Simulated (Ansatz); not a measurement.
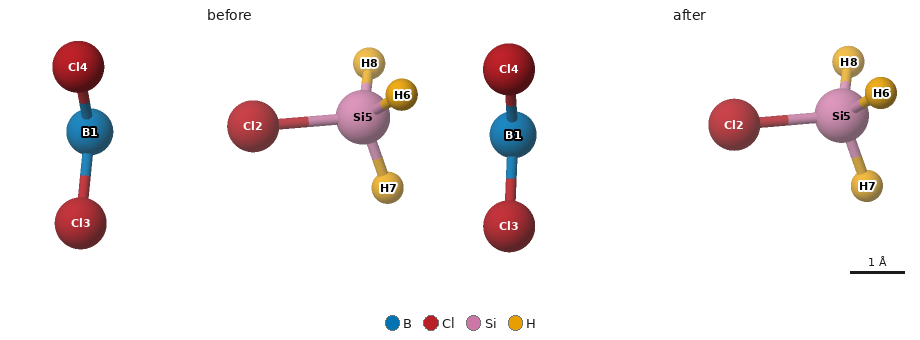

The structure of BSiH$_{3}$Cl$_{3}$ (multiplicity 2) before (left) and after (right) a relaxation, at one scale.

The picture is a ball-and-stick view, seen at a tilt.

The run prepares an end point of a later path (reaction) calculation, from a guessed geometry.

These are results of Ansatz 0.2.0, UHF/6-31G*, not measurements.

Input file:
```yaml
crystal:
  periodic: [false, false, false]
  atoms:
    - { symbol: B, position_ang: [-0.010485, 0.496589, -0.535833] }
    - { symbol: Cl, position_ang: [0.008737, 0.032547, 2.49869] }
    - { symbol: Cl, position_ang: [1.531069, -0.215082, -0.915825] }
    - { symbol: Cl, position_ang: [-1.535729, -0.228859, -0.954523] }
    - { symbol: Si, position_ang: [0.003099, -0.015233, 4.609401] }
    - { symbol: H, position_ang: [-0.757809, -1.196248, 5.033574] }
    - { symbol: H, position_ang: [1.396249, -0.093853, 5.059941] }
    - { symbol: H, position_ang: [-0.635131, 1.220138, 5.076775] }
magnetization:
  spin_polarized: true
  initial_magnetization: 1
basis:
  gaussian: { orbitals: "6-31G*" }
hamiltonian:
  xc: hf
relax:
  f_tol: 0.03
  max_steps: 50
```

Launched with:
```bash
ansatz run input.yaml --threads 2 --pin off --max-ram 3072MiB --backend cpu --events-out ev --progress --plain --runs-dir out
```

Question: What changed between the two?

Answer: The energy falls by 9.34 kJ/mol in 7 geometry steps. Largest force component: 0.91 eV/Å at the start, 0.025 eV/Å at the end. The largest move after the best rigid fit is that of B1, 0.70 Å. Largest moves by element: B 0.70 Å, Cl 0.61 Å, H 0.37 Å, Si 0.36 Å. Among the contacts that change: Cl2–Si5 2.111 → 2.069 Å.

Limits of the set-up: the start holds two separate molecules, 3.1 Å apart at their closest, whose relative position is a soft coordinate and is computed without a dispersion correction; Hartree-Fock leaves out electron correlation.
